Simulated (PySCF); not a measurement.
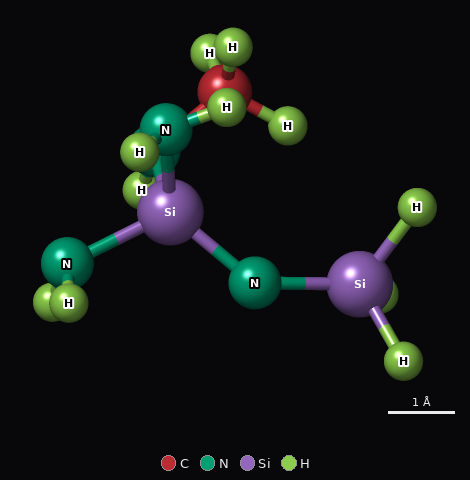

Figure 1. The structure as given in the input (ball-and-stick view, seen at a tilt). Bond lengths as drawn: C–H 1.09 to 1.10 Å, C–N 1.43 Å, H–N 1.01 Å, H–Si 1.49 to 1.50 Å and N–Si 1.66 to 1.77 Å.

## CH$_{11}$N$_{4}$Si$_{2}$ (charge −1): excited-state calculation

The run: excited-state calculation of CH$_{11}$N$_{4}$Si$_{2}$, charge −1. Method and program: TDDFT PBE0/def2-SVPD, vertical, gas phase, core orbitals frozen in the response (PySCF 2.14.0).

The geometry comes from this level: GFN2-xTB.

### Log
```
coarse grid: 15408 points
cycle   1  E = -841.6561902880  dE =  5.188e-01  |g| = 9.207e-01  |ddm| = 5.769e+00
cycle   2  E = -841.1494813702  dE =  5.067e-01  |g| = 1.644e+00  |ddm| = 1.292e+01
cycle   3  E = -841.8532455347  dE = -7.038e-01  |g| = 2.677e-01  |ddm| = 1.029e+01
cycle   4  E = -841.8687779168  dE = -1.553e-02  |g| = 9.346e-02  |ddm| = 6.830e-01
cycle   5  E = -841.8706135005  dE = -1.836e-03  |g| = 2.272e-02  |ddm| = 2.538e-01
cycle   6  E = -841.8707510811  dE = -1.376e-04  |g| = 4.668e-03  |ddm| = 4.958e-02
cycle   7  E = -841.8707562273  dE = -5.146e-06  |g| = 1.118e-03  |ddm| = 1.367e-02
final grid: 138120 points
cycle   8  E = -841.9603424689  dE = -2.802e-05  |g| = 9.979e-03  |ddm| = 1.397e-01
cycle   9  E = -841.9603214544  dE =  2.101e-05  |g| = 1.390e-02  |ddm| = 6.576e-02
cycle  10  E = -841.9603652121  dE = -4.376e-05  |g| = 1.232e-03  |ddm| = 3.956e-02
cycle  11  E = -841.9603655584  dE = -3.463e-07  |g| = 3.545e-04  |ddm| = 2.983e-03
cycle  12  E = -841.9603655840  dE = -2.556e-08  |g| = 1.373e-04  |ddm| = 9.790e-04
cycle  13  E = -841.9603655884  dE = -4.439e-09  |g| = 2.276e-05  |ddm| = 2.742e-04
cycle  14  E = -841.9603655885  dE = -1.260e-10  |g| = 4.176e-06  |ddm| = 8.273e-05
```

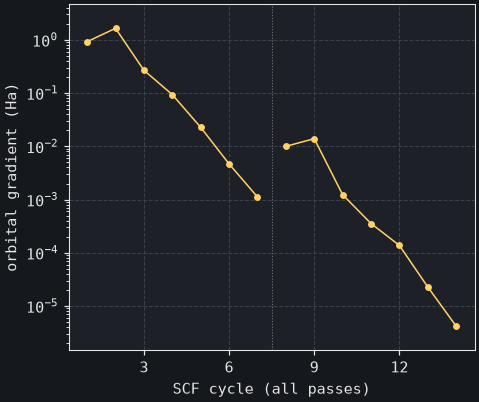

Figure 2. Convergence of the self-consistent field: orbital gradient against the SCF cycle. The dotted line marks the change from a coarse to the final integration grid. The first 7 cycles use a coarse grid, the final grid takes over at cycle 8, and the field converges after 14 cycles in all.

```
converged SCF energy = -841.9603655885

Static polarisability (au): isotropic 109.547, principal 98.028 107.420 123.193

Singlet excitations
state   eV       nm        f      main configurations
  1   4.1823    296.4   0.01221   H->L 0.98
  2   4.4811    276.7   0.01350   H-1->L 0.97
  3   4.7631    260.3   0.01316   H->L+1 0.96
  4   5.0222    246.9   0.00975   H->L+2 0.69, H-1->L+1 0.27
  5   5.0718    244.5   0.01607   H-1->L+1 0.69, H->L+2 0.25
  6   5.3062    233.7   0.03304   H->L+3 0.93
  7   5.3611    231.3   0.00274   H-1->L+2 0.89
  8   5.5424    223.7   0.00821   H-1->L+3 0.64, H-2->L 0.14, H->L+4 0.09

Triplet excitations (Tamm-Dancoff, eV): 4.0779 4.3696 4.6990
```

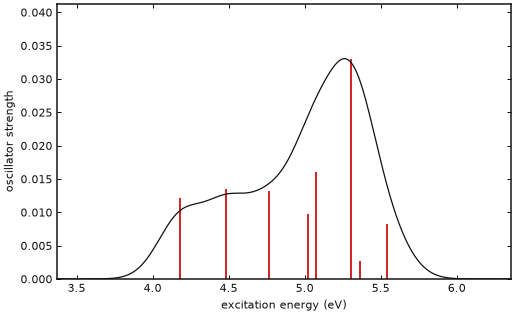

Figure 3. Computed excitations as sticks (degenerate states added up, dark ones marked on the axis), with a Gaussian envelope of 0.35 eV full width at half maximum, scaled to the tallest. Of the 8 states the lowest lies at 4.18 eV (f = 0.012); the strongest line is at 5.31 eV, or 234 nm (f = 0.033).

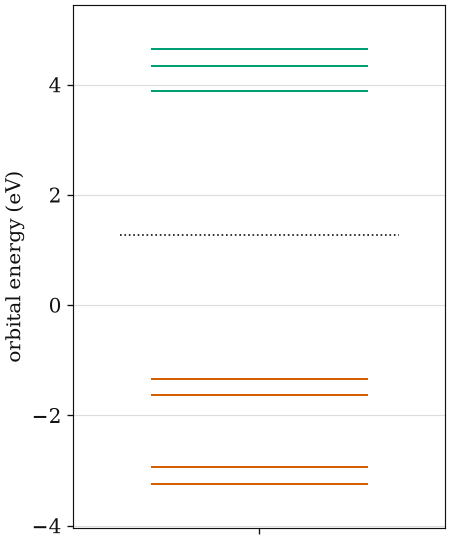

Figure 4. Orbital energies near the frontier; the dotted line parts filled from empty levels, and levels within 0.02 eV of each other stand side by side. Highest filled −1.34 eV, lowest empty 3.88 eV, 5.22 eV apart.

This output came from the following input.

### Input
```
{"job": {"kind": "uv", "xc": "PBE0", "basis": "def2-SVPD", "nstates": 8, "ntriplets": 3}, "charge": -1, "multiplicity": 1}
C     -0.602076     1.995929     0.341893
N     -1.388399     0.833911     0.045683
Si    -0.519474    -0.690993     0.226313
N     -1.809835    -1.880109     0.024011
N     -0.258946    -0.748749     1.976569
N      0.812306    -0.990573    -0.755746
Si     2.118945    -0.133931    -1.329465
H     -1.203072     2.910152     0.253562
H     -0.251317     1.906745     1.368891
H      0.284349     2.098306    -0.304171
H     -1.779198     0.918317    -0.884092
H     -1.428458    -2.812765     0.077327
H     -2.243887    -1.800541    -0.883572
H      0.641539    -0.361281     2.219009
H     -0.277653    -1.695687     2.325509
H      3.091952    -1.092303    -1.925246
H      2.935469     0.681707    -0.364238
H      1.868995     0.868180    -2.423893
```

The first line tells a small driver script what to run in PySCF; the rest is the geometry in Å.

Launched with:
```bash
OMP_NUM_THREADS=1 python <driver script> task.json out
```

### Results in brief

| quantity | value |
| --- | --- |
| outcome | converged |
| total energy | −841.960366 hartree |
| HOMO | −1.34 eV |
| LUMO | 3.88 eV |
| mean polarisability | 109.55 a.u. |
| lowest singlet excitation | 4.18 eV |
| hardware | 1 CPU thread, shared host |
| wall time | 1.9 min |
| peak memory | 0.96 GiB |
